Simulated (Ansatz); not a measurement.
# AlClFH2N: the cost of one run

Method: RKS PBE0/6-31G*, in Ansatz 0.2.0.

### Step 1. Starting point

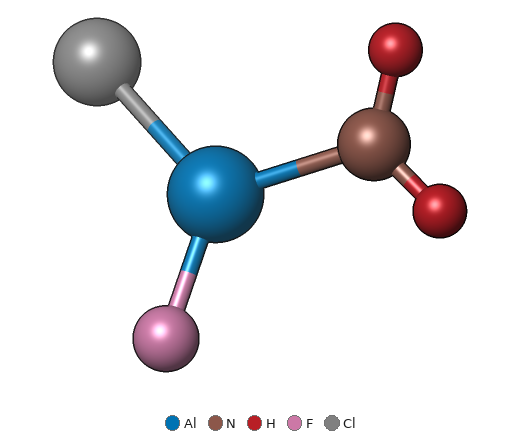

Start, viewed from a chosen angle; aluminium blue, nitrogen brown, hydrogen red, fluorine pink, chlorine grey.

As a file:

```xyz
6

Al    0.0000    0.0000    0.0000
N     0.0000    0.0000    1.9200
H    -0.8770   -0.2713    2.4500
H     0.8770    0.2713    2.4500
F     1.4635    0.0000   -0.8450
Cl   -1.9312    0.0000   -1.1150
```

### Step 2. Preparing the start

input.yaml

```yaml
crystal:
  periodic: [false, false, false]
  atoms:
    - { symbol: Al, position_ang: [0.0, 0.0, 0.0] }
    - { symbol: "N", position_ang: [0.0, 0.0, 1.92] }
    - { symbol: H, position_ang: [-0.877, -0.2713, 2.45] }
    - { symbol: H, position_ang: [0.877, 0.2713, 2.45] }
    - { symbol: F, position_ang: [1.4635, 0.0, -0.845] }
    - { symbol: Cl, position_ang: [-1.9312, 0.0, -1.115] }
basis:
  gaussian: { orbitals: "6-31G*" }
hamiltonian:
  xc: pbe0
relax:
  f_tol: 0.02
  max_steps: 40
```

Command:

```
$ ansatz run input.yaml --threads 1 --pin off --max-ram 2048MiB --backend cpu --events-out ev --progress --plain --runs-dir out
```

What time and memory should one allow on 1 thread of Arm Neoverse V2, shared host?

About 19 s, with a peak of 0.16 GiB.
